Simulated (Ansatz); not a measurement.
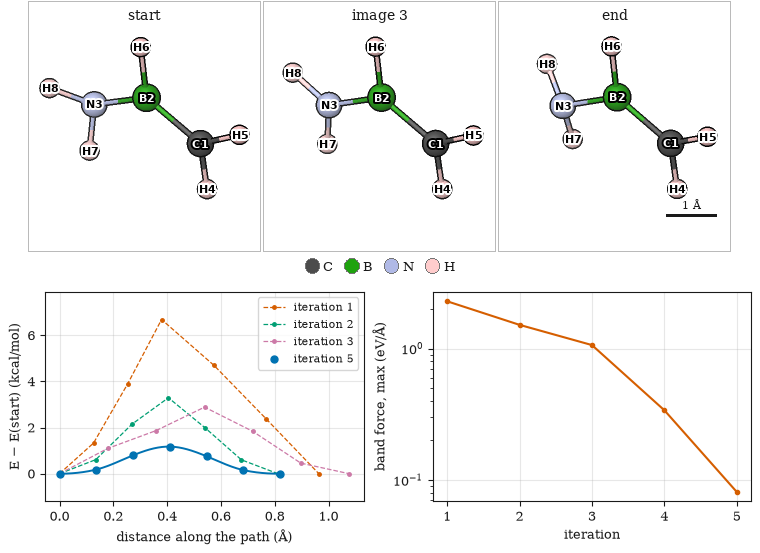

NEB run on CH$_{5}$BN (charge −1). Images are numbered from 0 (start) to 6 (end). The plot follows the band through its iterations. The picture is a ball-and-stick view, seen at a tilt.

Level of theory: RKS PBE0-D4/def2-TZVP in Ansatz 0.2.0. Settings: 5 movable images; climbing image; force threshold 0.2 eV/Å; iteration limit 60; starting path through a guess of the saddle point.

### How did the profile develop, and is the result final?

The run met only a loose threshold, so the barrier can't be trusted yet. The band converged in 5 iterations. The largest component of the band force went from 2.3 to 0.081 eV/Å. The climbing image converged on the top of the path. Its curvatures weren't checked. The force threshold is so loose that the height of the top is at best an upper bound. The first iteration put the highest image at 6.69 kcal/mol. The two ends have the same energy, and the highest point, image 3, lies 1.18 kcal/mol above the start.

Limits of the set-up: the basis has no diffuse functions, which an anion needs.

The run took 32 s on 2 threads of Intel(R) Xeon(R) Platinum 8488C (Sapphire Rapids), with other jobs on the host, peak memory 0.21 GiB.
